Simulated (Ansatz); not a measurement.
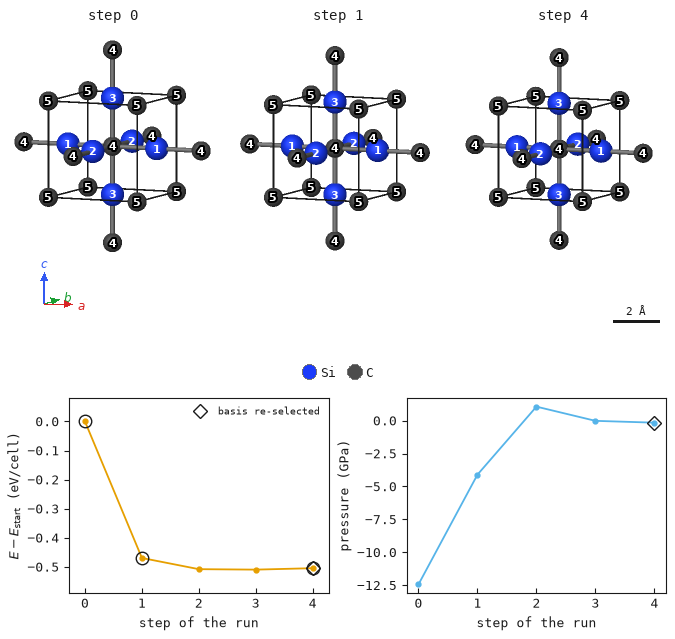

Frames of a relaxation of solid Si3C2 (a generated structure, set up in Pm-3m) (coarse preliminary run), marked on the history of the run. A ball-and-stick model of the cell of the calculation, seen slightly off an axis.

All numbers below come from DFT PBE, scalar-relativistic, plane waves, PAW (Ansatz 0.2.0).

Input file:
```yaml
crystal:
  lattice:
    - [4.23551131, 0.0, 0.0]
    - [0.0, 4.23551131, 0.0]
    - [0.0, 0.0, 4.23551131]
  atoms:
    - { symbol: Si, position: [0.0, 0.5, 0.5] }
    - { symbol: Si, position: [0.5, 0.0, 0.5] }
    - { symbol: Si, position: [0.5, 0.5, 0.0] }
    - { symbol: C, position: [0.5, 0.5, 0.5] }
    - { symbol: C, position: [0.0, 0.0, 0.0] }
basis:
  ecutwfc: 420
kpoints:
  mp_grid: { grid: [4, 4, 4] }
hamiltonian:
  xc: pbe
scf:
  occupations: { method: gaussian, width: 0.1 }
  lower_state_search: "off"
output:
  forces: true
  stress: true
  eigenvalues: true
relax:
  adjacent_minimum: "off"
  f_tol: 0.04
  max_steps: 70
  cell: { stress_tol: 0.4 }
```

Command:
```bash
ansatz run input.yaml --threads 1 --pin off --max-ram 2560MiB --backend cpu --events-out ev --progress --plain --runs-dir out
```

Describe the path.

Answer. No atom moves by more than 0.005 Å relative to the cell. The drawn cell changes as follows: a = b = c 4.236 → 4.014 Å (−5.2 %); the volume changes by −14.9 %. Among the contacts that change: Si1–C4 2.118 → 2.007 Å. The space group stays Pm-3m (No. 221). The energy falls by 0.504 eV per cell of the calculation in 3 accepted moves (4 points after the start). All forces vanish by symmetry, so only the cell relaxes. Pressure: −12.44 GPa at the start and −0.16 GPa at the end. The SCF was repeated once at an unchanged geometry on a basis and grid sized afresh for the cell, which shifted the energy by 4.9 meV per cell of the calculation at most. The run took 7.8 s on 1 thread of Arm Neoverse N1, on a shared host, peak memory 0.3 GiB. From step 0 to 1: volume −11.2 %, energy −0.469 eV per cell of the calculation. From step 1 to 4: volume −4.2 %, energy −35.1 meV per cell of the calculation.

```json
{"step": "0", "E − E(0), meV/atom": "0.00", "pressure, GPa": "-12.44", "volume, Å³/atom": "15.197", "note": ""}
{"step": "1", "E − E(0), meV/atom": "-93.88", "pressure, GPa": "-4.10", "volume, Å³/atom": "13.500", "note": ""}
{"step": "2", "E − E(0), meV/atom": "-101.57", "pressure, GPa": "1.06", "volume, Å³/atom": "12.797", "note": ""}
{"step": "3", "E − E(0), meV/atom": "-101.88", "pressure, GPa": "-0.02", "volume, Å³/atom": "12.935", "note": ""}
{"step": "4", "E − E(0), meV/atom": "-100.90", "pressure, GPa": "-0.16", "volume, Å³/atom": "12.935", "note": "same geometry, new basis"}
```

Limits of the set-up: the k-point mesh is coarse for a cell with partly filled bands.
